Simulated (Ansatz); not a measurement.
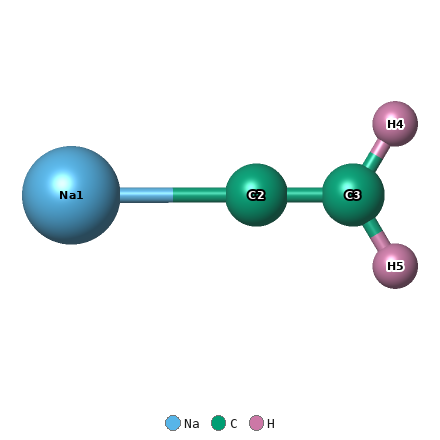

The system is C2H2Na, SMILES C=[C+][Na], charge +1; the picture shows the reference structure. The first coordinate is: bond length C3–H4; the second: bond length C3–H5. Nothing is relaxed (all other coordinates rigid). The scan uses a 15 × 15 grid. Energies: kJ/mol, counted from the relaxed molecule at the same level. The calculation used RKS wB97X-V/def2-TZVP (Ansatz 0.2.0).

Its coordinates:

```xyz
5

Na   -2.7612    0.7619   -0.9684
C    -0.5261    0.1449   -0.1842
C     0.6410   -0.1766    0.2254
H     0.8925   -1.2208    0.4272
H     1.4064    0.5879    0.3804
```

Range: bond length C3–H4 from 0.918 to 1.421 Å; bond length C3–H5 from 0.962 to 1.366 Å.

Predict the map.

The lowest grid point is at bond length C3–H4 = 1.098 Å, bond length C3–H5 = 1.106 Å, 0.33 kJ/mol from the relaxed molecule at the same level. No other kind of well shows on this grid. The highest grid point, bond length C3–H4 = 1.421 Å, bond length C3–H5 = 1.366 Å, lies 181 kJ/mol above the lowest. Round the minimum the contours are nearly round: the two directions are equally stiff and uncoupled.

```csv
"bond length C3–H5 ↓, bond length C3–H4 →",0.918,0.954,0.990,1.026,1.062,1.098,1.133,1.169,1.205,1.241,1.277,1.313,1.349,1.385,1.421
1.366,148,118,98,85,79,77,80,86,95,106,119,133,148,164,181
1.337,135,106,86,73,66,65,67,73,82,93,106,120,135,152,169
1.308,123,94,74,61,54,53,55,61,70,81,94,108,123,139,156
1.279,112,83,62,49,43,41,44,50,59,70,82,97,112,128,145
1.251,102,73,52,39,33,31,34,40,48,59,72,86,102,118,135
1.222,93,63,43,30,23,22,24,30,39,50,63,77,92,108,125
1.193,85,55,35,22,15,14,16,22,31,42,55,69,84,100,117
1.164,78,49,28,16,9,7,10,16,24,35,48,62,77,94,110
1.135,74,44,24,11,4,3,5,11,20,31,43,57,73,89,105
1.106,71,42,21,9,2,0,3,9,17,28,41,55,70,86,103
1.077,72,42,22,9,2,0,3,9,17,28,41,55,70,86,103
1.048,75,45,25,12,5,4,6,12,21,31,44,58,73,89,106
1.019,82,52,32,19,12,10,13,19,27,38,51,65,80,96,113
0.991,92,62,42,29,22,21,23,29,38,48,61,75,90,106,123
0.962,108,78,58,45,38,36,39,45,53,64,77,91,106,122,138
```

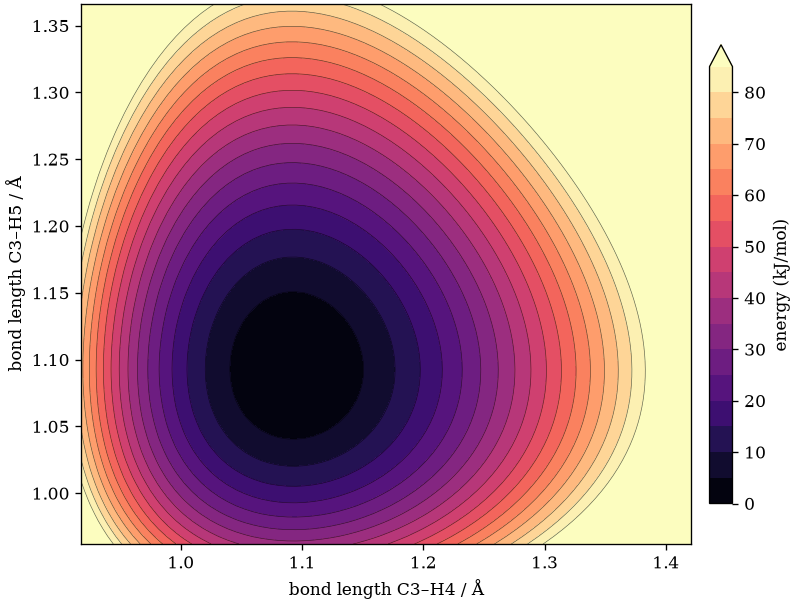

In the figure: filled contours, one colour for all values above the top of the scale. Between grid points the surface is interpolated.

Each point was launched as `ansatz run input.yaml --threads 1 --pin off --max-ram 2560MiB --backend cpu --events-out ev --progress --plain --runs-dir out`. The whole map (225 points run) took 52 min on 1 thread of Arm Neoverse N1, with other jobs on the host.
